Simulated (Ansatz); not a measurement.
## LuBH6 (built on the sites of a database entry of LaAlH6): from the cell to its phonons

Wanted: vibrations and spectra of LuBH6 (built on the sites of a database entry of LaAlH6); the cell is already relaxed. After the zone centre comes a 2×2×2 q mesh on a 10×10×10 k mesh.

Main program and level: Ansatz 0.2.0; DFT PBEsol, scalar-relativistic, plane waves, PAW.

The structure was built from a prototype and need not be the compound's stable phase.

## Step 1: The starting structure

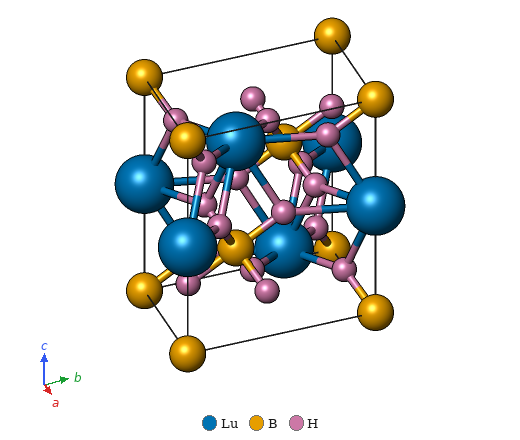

The cell as given, slightly off an axis (lutetium blue, boron orange, hydrogen pink). This picture shows the conventional cell, with its axes. Bonds to atoms that aren't drawn are left out. Some periodic images of atoms are drawn too.

## Step 2: Linear response at the zone centre

The cell comes from relaxations at this level that are not shown. The zone centre comes first: it holds the modes that light can see, as far as symmetry allows. No field response is asked, since the mesh shows no gap.

Contents of input.yaml:

```yaml
crystal:
  lattice:
    - [2.9086897087, 1.6793343249, 1.7438125415]
    - [-2.9086897087, 1.6793343249, 1.7438125415]
    - [0.0, -3.358664034, 1.7438169867]
  atoms:
    - { symbol: Lu, position: [0.5, 0.5, 0.5] }
    - { symbol: B, position: [0.0, 0.0, 0.0] }
    - { symbol: H, position: [0.9288845314, 0.2703625164, 0.2703625164] }
    - { symbol: H, position: [0.2703625164, 0.9288845314, 0.2703625164] }
    - { symbol: H, position: [0.2703625164, 0.2703625164, 0.9288845314] }
    - { symbol: H, position: [0.0711154686, 0.7296374836, 0.7296374836] }
    - { symbol: H, position: [0.7296374836, 0.0711154686, 0.7296374836] }
    - { symbol: H, position: [0.7296374836, 0.7296374836, 0.0711154686] }
kpoints:
  mp_grid: { grid: [10, 10, 10] }
hamiltonian:
  xc: pbesol
scf:
  occupations: { method: methfessel_paxton, width: 0.15 }
output:
  eigenvalues: true
phonons:
  method: dfpt
```

The run is started by

```console
$ ansatz run input.yaml --threads 8 --pin off --max-ram 14336MiB --backend cpu --events-out ev --progress --plain --runs-dir out
```

Numbers of over 12 decimals in the logs are rounded to 6 here.

Log:

```text
Engine: ansatz 0.2.0, aarch64-unknown-linux-gnu
Pseudopotentials: kind: paw
Pseudopotential: Lu, paw, valence charge 25, recommended cutoff 420 eV (normal), Lu.paw.azcp
Pseudopotential: B, paw, valence charge 3, recommended cutoff 420 eV (normal), B.paw.azcp
Pseudopotential: H, paw, valence charge 1, recommended cutoff 420 eV (normal), H.paw.azcp
Functional definition: PBEsol
  exchange = pbesol_x
  correlation = pbesol_c
Crystal: 8 atoms, lattice volume = 51.108 Å³
Basis set: ecut = 420 eV, 983 PW (Γ), exchange–correlation on 54×54×54 points (8 copies of the dense FFT grid, shifted against one another)
Bands: 25, of which v1, the nominal top of the filled ones, is band 17 counted from 1 (16 counted from 0)
Symmetry: 12 space group operations
k-points: 504 of 1000 (irreducible under 1 space group operation, time reversal used)
Non-local potential: Lu, projectors of the file, l = 0: 3, l = 1: 2, l = 2: 2, l = 3: 3
Non-local potential: B, projectors of the file, l = 0: 2, l = 1: 2, l = 2: 1
Non-local potential: H, projectors of the file, l = 0: 2, l = 1: 1
PAW form: soft (Blöchl's): semilocal exchange-correlation on the pseudo side does not see the compensation charge
PAW frozen core: Lu, regenerated for the run's functional, and the local potential with it (the file was generated under x = pbe(κ = 0.804, μ = 0.219515), c = pbe(β = 0.066725))
PAW frozen core: B, regenerated for the run's functional, and the local potential with it (the file was generated under x = pbe(κ = 0.804, μ = 0.219515), c = pbe(β = 0.066725))
PAW one-centre angular grid: Lu, 590 points (default); XC on 64 Gauss nodes
PAW one-centre angular grid: B, 110 points (default); XC on 64 Gauss nodes
PAW one-centre angular grid: H, 110 points (default); XC on 64 Gauss nodes
Initial density: superposition of atomic densities (neutral atoms: chi_scale 0, normalization atom), corrected by the library's trained network
Initial wavefunctions: pseudopotential atomic-orbital guess
Functional: x = pbesol(κ = 0.804, μ = 0.123457), c = pbesol(β = 0.046)
SCF iter   1: F=—  HF=-14858.753302 eV  |F-HF|=—  |Δ(HF+E_count)|=         —  Δρ=6.82e-3  dr2=3.33e-2  ethr=1.77e-3  ⟨swp⟩=5.6  Hψ=67780  notcnv=0  defer=3
preconditioner: auto → none  [insulator: Δε(μ)=0.129 eV  Ē_g=14.616 eV  σ=0.150 eV  W_gap=0.51  n_scr=12 (ndim 8)  ℏωp=29.4 eV  f_vac=0.000  D(μ)=0.23/eV (n_scr^D=0)  ε∞_Penn≈5.0]
SCF iter   2: F=—  HF=-14858.744221 eV  |F-HF|=—  |Δ(HF+E_count)|=   9.08e-3  S|Δr|=    0.00e0  Δρ=2.61e-3  dr2=4.51e-3  ethr=9.79e-5  ⟨swp⟩=2.4  Hψ=26813  notcnv=0  defer=448
SCF iter   3: F=—  HF=-14858.742887 eV  |F-HF|=—  |Δ(HF+E_count)|=   1.33e-3  S|Δr|=    0.00e0  Δρ=1.62e-3  dr2=6.03e-4  ethr=1.33e-5  ⟨swp⟩=2.9  Hψ=24333  notcnv=0  defer=448
SCF iter   4: F=—  HF=-14858.742806 eV  |F-HF|=—  |Δ(HF+E_count)|=   8.16e-5  S|Δr|=    0.00e0  Δρ=5.60e-4  dr2=9.90e-5  ethr=1.77e-6  ⟨swp⟩=2.7  Hψ=25081  notcnv=0  defer=448
SCF iter   5: F=—  HF=-14858.742773 eV  |F-HF|=—  |Δ(HF+E_count)|=   3.31e-5  S|Δr|=    0.00e0  Δρ=1.44e-4  dr2=4.20e-6  ethr=2.91e-7  ⟨swp⟩=2.0  Hψ=20175  notcnv=0  defer=448
SCF iter   6: F=—  HF=-14858.742776 eV  |F-HF|=—  |Δ(HF+E_count)|=   3.20e-6  S|Δr|=    0.00e0  Δρ=2.45e-5  dr2=1.09e-7  ethr=1.24e-8  ⟨swp⟩=2.1  Hψ=20177  notcnv=0  defer=448
SCF iter   7: F=—  HF=-14858.742776 eV  |F-HF|=—  |Δ(HF+E_count)|=   1.76e-7  S|Δr|=    0.00e0  Δρ=3.76e-6  dr2=2.54e-9  ethr=3.20e-10  ⟨swp⟩=2.2  Hψ=20196  notcnv=0  defer=448
SCF iter   8: F=—  HF=-14858.742776 eV  |F-HF|=—  |Δ(HF+E_count)|=   1.16e-9  S|Δr|=    0.00e0  Δρ=8.23e-7  dr2=9.26e-11  ethr=7.47e-12  ⟨swp⟩=2.2  Hψ=20241  notcnv=0  defer=448
SCF iter   9: F=-14858.742776 eV  HF=-14858.742776 eV  |F-HF|=3.64e-12  |Δ(HF+E_count)|=  5.09e-11  S|Δr|=    0.00e0  Δρ=4.36e-8  dr2=3.32e-13  ethr=1.00e-12  ⟨swp⟩=14.1  Hψ=94212  notcnv=0
SCF 1 converged in 9 iterations: F = -14858.742776 eV  dr2 = 3.32e-13
  greatest PAW one-centre occupation: 0.998 electrons in one spin orbital (limit 2), on the Lu atom at site 0 (counted from 0), in its partial waves of l = 0
DFPT response loops at Γ: preconditioner auto → Kerker (q_TF=auto, 2.549 Å⁻¹) (partly filled bands, converged f_vac=0.000); β = 1.00, the filter's whole step (`scf.mixing.beta` (0.50) is not read by the response loops under this deck's `scf.mixing.preconditioner`; to damp them name `kerker` or `kerker_dos`, under which they read `scf.mixing.beta`, and type it under 1.00, their step now; both keys bind the ground state too); Broyden in place of MSR1
SCF converged after 9 iterations
Stability not checked: this state was not tested for a lower state beside it, because cold or Methfessel-Paxton smearing, or corrected tetrahedra, fill the levels in a way that the test cannot read (fill_not_monotonic; see scf.lower_state_search)
Free energy (F): -14858.742776 eV
Harris-Foulkes:  -14858.742776 eV  (|F-HF|=3.64e-12)
Internal energy: -14858.742798 eV  (E = F + TS)
E sigma→0 (E₀):  -14858.742782 eV
Entropy (-TS):   0.000022 eV (0.003 meV/atom)
Fermi energy:    9.971526 eV
Step filling:    the computed levels leave a gap of 0.0239 eV = 0.2 smearing widths at the electron count; against every level under it full and every level over it empty, smearing changes F+E_penalty+E_count by -0.121 meV and its σ→0 estimate by -0.126 meV
--- Per-component energies (eV) ---
  E_band       = -66.799791
  E_kinetic    = 553.966343
  E_local      = -7480.313623  (includes V_loc(G=0)·N_el)
  E_nonlocal   = 600.131061
  E_hartree    = 3142.098282
  E_xc         = -304.447713
  E_vxc        = -368.733966  (∫ρ·V_xc dr)
  E_paw        = -7332.987699  (= ΣΔE_a)
  E_vpaw       = 343.960958  (= ΣTr[D̂ρ^β])
  E_aug_tail   = -0.007174  (compensation charges beyond the density's cutoff)
  E_ewald      = -4038.389155
  E_core_change = 1.206879  (= ΣΔE_core)
  E_smearing   = 0.000022  (= −TS)
  E_closure    = -0.000000  (closes the sum)
  Σ components = -14858.742776   (vs F -14858.742776, Δ=0.00e0)
--- Band table (eV; the first three rows and the last of 504) ---
  k-point 0: bands = [... 13 lower, 5.9283, 5.9283, 6.6804, 6.6804, 9.4880, 13.0288, 13.0288, 15.3088, ... 4 higher]
  k-point 1: bands = [... 13 lower, 5.7086, 5.7500, 7.0576, 7.1686, 9.7689, 12.9698, 13.1970, 15.5215, ... 4 higher]
  k-point 2: bands = [... 13 lower, 5.4380, 5.5573, 7.7947, 7.8776, 10.4264, 12.8520, 13.6612, 15.4406, ... 4 higher]
  k-point 503: bands = [... 13 lower, 5.2750, 5.3255, 6.6535, 6.6535, 13.7723, 14.2020, 14.2020, 15.0963, ... 4 higher]
--- Phonons (Γ-DFPT): 6 representative perturbations + reference, on 504 of 1000 k-points (Σ response iterations 23) ---
  k mesh reduced under 1 symmetry operation, with k and −k counted as one. Each operation leaves every solved perturbation unchanged. A smaller set is not used because it would not reduce the number of displacements times k-points to solve
  ASR residual: 1.423e-5 → 0.000e0 eV/Å²; symmetrization residual: 3.887e-4 eV/Å²
  ASR residual per site (eV/Å²): 1.01e-5 1.42e-5 8.72e-6 8.72e-6 9.24e-6 8.72e-6 8.72e-6 9.24e-6
  Γ frequencies (cm⁻¹): -56.34 0.00 0.00 0.00 219.25 219.25 440.55 607.57 617.82 617.82 837.70 872.75 872.75 1178.23 1178.23 1193.15 1193.15 1209.59 1209.59 1348.04 1348.04 1381.37 1456.60 1827.43
  non-analytic LO–TO correction: not included (Born effective charges unavailable; polar crystals: no LO–TO splitting at Γ)
```

Run time: 74 s. Hardware: 8 threads of Arm Neoverse V1, shared host; peak memory 2 GiB.

This step gave:

```
volume per atom                                         : 6.388 Å³
gap on the k-mesh                                       : 0 eV
sum-rule residual before enforcement                    : 1.42e-5 eV/Å²
point group                                             : -3m
highest optical mode at the zone centre (no LO-TO term) : 1827 cm⁻¹
lowest optical zone-centre mode                         : -56.34 cm⁻¹
```

Patterns of degenerate modes are one choice out of their space. Modes at Γ, with each element's share of the kinetic energy (negative means imaginary):

| mode | frequency (cm⁻¹) | symmetry | Lu % | B % | H % |
| --- | --- | --- | --- | --- | --- |
| 1 | -56.3 | A2g | 0 | 0 | 100 |
| 2 | 0.0 | acoustic | 91 | 6 | 3 |
| 3 | 0.0 | acoustic | 91 | 6 | 3 |
| 4 | 0.0 | acoustic | 91 | 6 | 3 |
| 5 | 219.2 | Eu | 9 | 58 | 33 |
| 6 | 219.2 | Eu | 9 | 58 | 33 |
| 7 | 440.6 | A2u | 8 | 84 | 8 |
| 8 | 607.6 | A2u | 1 | 8 | 91 |
| 9 | 617.8 | Eu | 0 | 35 | 65 |
| 10 | 617.8 | Eu | 0 | 35 | 65 |
| 11 | 837.7 | A1u | 0 | 0 | 100 |
| 12 | 872.8 | Eg | 0 | 0 | 100 |
| 13 | 872.8 | Eg | 0 | 0 | 100 |
| 14 | 1178.2 | Eu | 0 | 1 | 99 |
| 15 | 1178.2 | Eu | 0 | 1 | 99 |
| 16 | 1193.2 | Eu | 0 | 1 | 99 |
| 17 | 1193.2 | Eu | 0 | 1 | 99 |
| 18 | 1209.6 | Eg | 0 | 0 | 100 |
| 19 | 1209.6 | Eg | 0 | 0 | 100 |
| 20 | 1348.0 | Eg | 0 | 0 | 100 |
| 21 | 1348.0 | Eg | 0 | 0 | 100 |
| 22 | 1381.4 | A1g | 0 | 0 | 100 |
| 23 | 1456.6 | A2u | 0 | 2 | 98 |
| 24 | 1827.4 | A1g | 0 | 0 | 100 |

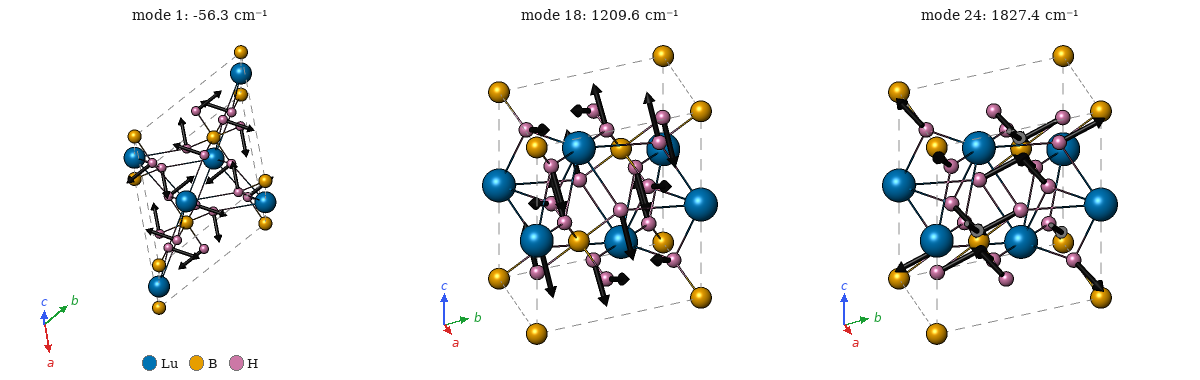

Displacement patterns of modes 1, 18 and 24 at Γ; arrows are exaggerated. Bonds to atoms that aren't drawn are left out. Some periodic images of atoms are drawn too.

Before it was imposed, the acoustic sum rule was missed by 1.4e-5 eV/Å². Small misses are needed for a sound result but don't prove that mesh and cutoff are converged. The lowest optical mode is imaginary, 56.3i cm⁻¹, so the energy falls along it.

(Part 1 of 2 ends here.)

[Logs are printed without paths, hosts, clocks, repeated set-up lines and the standing remarks that a program may print on its own settings, such as how far it seeks lower states.]

[Hosts, paths, dates, database ids (printed as entryN), source tags and the programs' standing remarks are cut or masked in the printed files.]
